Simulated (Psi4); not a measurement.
# C2HClF2 (SMILES FC(F)=CCl) at HF/STO-3G

What is the vertical singlet–triplet gap of C2HClF2 at HF/STO-3G? 

The results are computed with Psi4 1.11.

2 further runs of the same task are left out: 2 set aside as unsound or not needed.

### Step 1. Starting point

The species is C2HClF2 (6 atoms), meant as a singlet with charge 0. As SMILES, `FC(F)=CCl`. Geometry: relaxed at PBE0-D4/def2-TZVP.

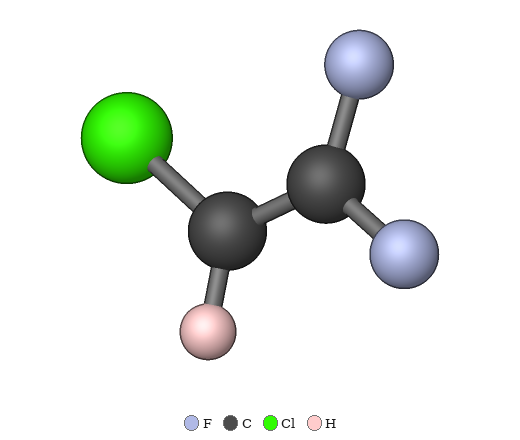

The structure, seen from a chosen angle (fluorine light blue, carbon dark grey, chlorine green, hydrogen pink).

### Step 2. Energy and gradient at HF/STO-3G

File input.json:

```json
{
  "schema_name": "qcschema_input",
  "schema_version": 1,
  "molecule": {
    "schema_name": "qcschema_molecule",
    "schema_version": 2,
    "symbols": ["F", "C", "F", "C", "Cl", "H"],
    "geometry": [1.70266214, -1.53139626, 2.53608805, 0.5057852, -1.06240403, 0.41643895, 0.36379118, -3.08520467, -0.98781654, -0.4126406, 1.18442364, -0.1635558, -1.96344434, 1.75069897, -2.93304392, -0.19615357, 2.74388233, 1.13188926],
    "molecular_charge": 0,
    "molecular_multiplicity": 1,
    "fix_symmetry": "c1",
    "fix_com": true,
    "fix_orientation": true
  },
  "driver": "gradient",
  "model": {
    "method": "hf",
    "basis": "STO-3G"
  },
  "keywords": {
    "puream": true,
    "e_convergence": 1e-09,
    "d_convergence": 1e-08,
    "scf_type": "pk",
    "scf_properties": ["DIPOLE", "MULLIKEN_CHARGES", "MAYER_INDICES"]
  }
}
```

Command:

```console
$ psi4 --qcschema input.json -n 1 --memory 1600MB
```

stdout:

```text
[...]
  Running in c1 symmetry.
[...]
  Nuclear repulsion =  213.574873855641926
[...]
  Multiplicity = 1
[...]
  Nalpha       = 24
  Nbeta        = 24
[...]
    Number of basis functions: 30
[...]
   @RHF iter   1:  -725.86792527178591   -1.75364e+00   1.35034e-02 DIIS/ADIIS
[...]
   @RHF iter  11:  -725.99134885827630   -4.54747e-13   3.81374e-09 DIIS
[...]
    Orbital Energies [Eh]
    ---------------------
    Doubly Occupied:
       1A   -103.727857     2A    -26.034256     3A    -26.032074
       4A    -11.237692     5A    -11.095975     6A    -10.407631
       7A     -7.852037     8A     -7.846074     9A     -7.846073
      10A     -1.624716    11A     -1.553247    12A     -1.109615
      13A     -0.959013    14A     -0.766909    15A     -0.695575
      16A     -0.660545    17A     -0.653544    18A     -0.539790
      19A     -0.537895    20A     -0.517796    21A     -0.503792
      22A     -0.462772    23A     -0.406219    24A     -0.301763
[...]
  @RHF Final Energy:  -725.99134885827630
   => Energetics <=
    Nuclear Repulsion Energy =            213.5748738556419255
    One-Electron Energy =               -1432.3867284803322946
    Two-Electron Energy =                 492.8205057664140440
    Total Energy =                       -725.9913488582762966
[...]
 Multipole Moments:
 ------------------------------------------------------------------------------------
     Multipole            Electronic (a.u.)      Nuclear  (a.u.)        Total (a.u.)
 ------------------------------------------------------------------------------------
 L = 1.  Multiply by 2.5417464519 to convert [e a0] to [Debye]
 Dipole X            :         14.7076688          -14.4177599            0.2899089
 Dipole Y            :          8.2919394           -8.3115259           -0.0195865
 Dipole Z            :         33.8437141          -33.2781149            0.5655992
 Magnitude           :                                                    0.6358721
[...]
  Mulliken Charges: (a.u.)
   Center  Symbol    Alpha    Beta     Spin     Total
       1     F     4.55842  4.55842  0.00000 -0.11685
       2     C     2.83393  2.83393  0.00000  0.33213
       3     F     4.55682  4.55682  0.00000 -0.11365
       4     C     3.05327  3.05327  0.00000 -0.10655
       5    CL     8.55227  8.55227  0.00000 -0.10453
       6     H     0.44528  0.44528  0.00000  0.10944
   Total alpha = 24.00000, Total beta = 24.00000, Total charge = -0.00000
  Mayer Bond Indices:
[...]
  -Total Gradient:
     Atom            X                  Y                   Z
    ------   -----------------  -----------------  -----------------
       1       -0.023062388329     0.005994994005    -0.042532322375
       2        0.014366902610    -0.038782130489     0.007058967827
       3        0.005017274071     0.041752315109     0.033133641581
       4       -0.019521103707     0.001464097670    -0.038005998504
       5        0.022464364066    -0.008813402008     0.039778675238
       6        0.000734951305    -0.001615874282     0.000567036239
[...]
```

The result, in JSON:

```text
{
 "driver": "gradient",
 "model": {
  "method": "hf",
  "basis": "STO-3G"
 },
 "success": true,
 "return_result": [-0.023062388329100708, 0.005994994004948795, -0.04253232237513532, 0.014366902609950744, -0.0387821304887347, 0.0070589678272055326, 0.005017274070651542, 0.041752315108618376, 0.03313364158079962, -0.01952110370735531, 0.0014640976698939157, -0.038005998504330896, 0.02246436406559299, -0.008813402008486293, 0.03977867523754272, 0.0007349513048419964, -0.0016158742815087779, 0.0005670362392342365],
 "properties": {
  "calcinfo_nbasis": 30,
  "calcinfo_nmo": 30,
  "calcinfo_nalpha": 24,
  "calcinfo_nbeta": 24,
  "calcinfo_natom": 6,
  "nuclear_repulsion_energy": 213.57487385564193,
  "return_energy": -725.9913488582763,
  "return_gradient": [-0.023062388329100708, 0.005994994004948795, -0.04253232237513532, 0.014366902609950744, -0.0387821304887347, 0.0070589678272055326, 0.005017274070651542, 0.041752315108618376, 0.03313364158079962, -0.01952110370735531, 0.0014640976698939157, -0.038005998504330896, 0.02246436406559299, -0.008813402008486293, 0.03977867523754272, 0.0007349513048419964, -0.0016158742815087779, 0.0005670362392342365],
  "scf_one_electron_energy": -1432.3867284803323,
  "scf_two_electron_energy": 492.82050576641404,
  "scf_dipole_moment": [0.289908923131442, -0.019586529153565735, 0.5655992066145217],
  "scf_total_energy": -725.9913488582763,
  "scf_total_gradient": [-0.023062388329100708, 0.005994994004948795, -0.04253232237513532, 0.014366902609950744, -0.0387821304887347, 0.0070589678272055326, 0.005017274070651542, 0.041752315108618376, 0.03313364158079962, -0.01952110370735531, 0.0014640976698939157, -0.038005998504330896, 0.02246436406559299, -0.008813402008486293, 0.03977867523754272, 0.0007349513048419964, -0.0016158742815087779, 0.0005670362392342365],
  "scf_iterations": 11
 }
}
```

Wall time 1.8 s (1 thread of Intel Xeon Platinum 8375C at 2.90GHz (Ice Lake), shared host); peak memory 0.18 GiB.

### Step 3. The triplet at the same level

File input.in:

```
memory 1600 MB

molecule m {
  0 3
  F
  C 1 1.311824
  F 2 1.305237 1 111.06578
  C 2 1.320627 3 125.79167 1 179.99934
  Cl 4 1.706194 2 122.32738 3 2e-05
  H 4 1.078919 2 120.12414 3 179.9992
  units angstrom
  symmetry c1
}

set globals {
  basis         STO-3G
  reference     uhf
  puream        true
  e_convergence 1e-09
  d_convergence 1e-08
  scf_type      pk
  maxiter       100
}

energy_value, wavefunction = gradient("hf", return_wfn=True)
oeprop(wavefunction, "MULLIKEN_CHARGES", "LOWDIN_CHARGES", "DIPOLE")
```

Command:

```console
$ psi4 input.in input.out -n 1
```

input.out:

```text
[...]
  Running in c1 symmetry.
[...]
  Nuclear repulsion =  213.574865503315181
[...]
  Multiplicity = 3
[...]
  Nalpha       = 25
  Nbeta        = 23
[...]
    Number of basis functions: 30
[...]
   @UHF iter   1:  -725.75225317003219   -1.63796e+00   1.16357e-02 ADIIS/DIIS
[...]
   @UHF iter  13:  -725.85217447074365   -3.41061e-13   4.20925e-09 DIIS
[...]
   @S^2 Observed:                2.020932605E+00
[...]
  @UHF Final Energy:  -725.85217447074365
   => Energetics <=
    Nuclear Repulsion Energy =            213.5748655033151806
    One-Electron Energy =               -1432.5226805242853061
    Two-Electron Energy =                 493.0956405502266193
    Total Energy =                       -725.8521744707436483
  UHF NO Occupations:
  HONO-2 :   23  A 1.9944138
  HONO-1 :   24  A 1.0000000
[...]
  -Total Gradient:
     Atom            X                  Y                   Z
    ------   -----------------  -----------------  -----------------
       1        0.000000972427    -0.012657677965     0.057687787728
       2       -0.000004468537     0.214841313929     0.138188468945
       3        0.000000092176     0.055686777148    -0.034203377058
       4        0.000003285578    -0.256311744803    -0.120625390587
       5        0.000000682134     0.002134032272    -0.039118148083
       6       -0.000000563778    -0.003692700577    -0.001929340954
[...]
 Multipole Moments:
 ------------------------------------------------------------------------------------
     Multipole            Electronic (a.u.)      Nuclear  (a.u.)        Total (a.u.)
 ------------------------------------------------------------------------------------
 L = 1.  Multiply by 2.5417464519 to convert [e a0] to [Debye]
 Dipole X            :         -0.0000022            0.0000065            0.0000043
 Dipole Y            :         -2.2899592            2.6705527            0.3805935
 Dipole Z            :         -0.6557777            0.2748136           -0.3809641
 Magnitude           :                                                    0.5385026
[...]
  Mulliken Charges: (a.u.)
   Center  Symbol    Alpha    Beta     Spin     Total
       1     F     4.58106  4.54104  0.04002 -0.12210
       2     C     3.33334  2.41992  0.91342  0.24674
       3     F     4.58274  4.53634  0.04640 -0.11908
       4     C     3.58849  2.44996  1.13853 -0.03844
       5    CL     8.52025  8.56159 -0.04134 -0.08184
       6     H     0.39413  0.49116 -0.09703  0.11471
   Total alpha = 25.00000, Total beta = 23.00000, Total charge =  0.00000
  Lowdin Charges: (a.u.)
   Center  Symbol    Alpha    Beta     Spin     Total
[...]
```

Wall time 1.8 s (1 thread of Intel Xeon Platinum 8375C at 2.90GHz (Ice Lake), shared host); peak memory 0.18 GiB.

### Step 4. Results

Level: HF/STO-3G.

```
                                        quantity          value
                           singlet: total energy  -725.99135 Eh
                          singlet: dipole moment         1.62 D
                            singlet: HOMO energy       -8.21 eV
                            singlet: LUMO energy        7.67 eV
                          singlet: HOMO–LUMO gap       15.89 eV
               singlet: largest force on an atom     2.753 eV/Å
                           triplet: total energy  -725.85217 Eh
                          triplet: dipole moment         1.37 D
     triplet: HOMO energy (highest over α and β)       -4.92 eV
      triplet: LUMO energy (lowest over α and β)        3.75 eV
                                   triplet: ⟨S²⟩          2.021
               triplet: largest force on an atom    14.567 eV/Å
vertical energy of the triplet above the singlet       3.787 eV
```

What this shows: At this shape the triplet lies 3.79 eV (87 kcal/mol) above the singlet. The largest force (singlet) is 2.75 eV/Å: the shape isn't a stationary point for this species at this level. In a minimal basis such a difference can be off by several eV, whatever the method. Mulliken charges (triplet) run from -0.12 on F1 to +0.25 on C2.
